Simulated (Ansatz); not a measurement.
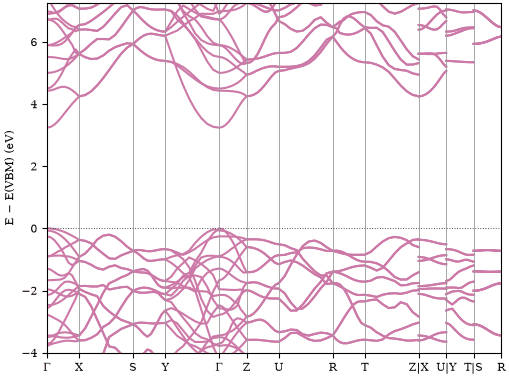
Band structure from plane-wave PAW LDA (Ansatz code)

Problem. Read off the gap and where the band edges lie.

Solution. About 3.2 eV (3.24 eV by a search for the band edges); maximum at Γ, minimum at Γ.

The material is HfO$_{2}$ in space group Pnma (No. 62; Hf on 4c, O on 4c, O on 4c).

The first step of the workflow began from a Materials Project structure, measured or hypothetical; the Crystallography Open Database copy checked does not list it. It is not the phase usual at ambient conditions (space group No. 14, 29). Symmetry was held in the LDA relaxation; of distortions, only those at the zone centre were tested. No spin polarisation was allowed. Scalar-relativistic: spin–orbit coupling is off unless named, which matters more the heavier the elements.

Potentials: the later of the program's two PAW sets.
